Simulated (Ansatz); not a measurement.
Base system: NaF in the rock salt structure (space group Fm-3m, No. 225; a = 4.7016 Å).

Perturbation: every lattice vector is shortened by 1.58 %, atoms relaxed at fixed cell.

Level of theory: PBE (Ansatz, a quantum-chemistry and plane-wave program), spin-orbit coupling left out.

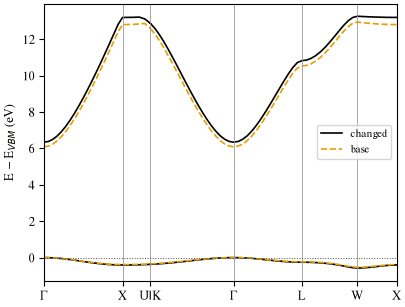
*Highest valence and lowest conduction band along the path, each from its own valence-band maximum*

The gap is 6.34 eV, direct at Γ; the base has 6.09 eV.

The cells carry an imposed strain or load. Whether these cells are dynamically stable was not tested.
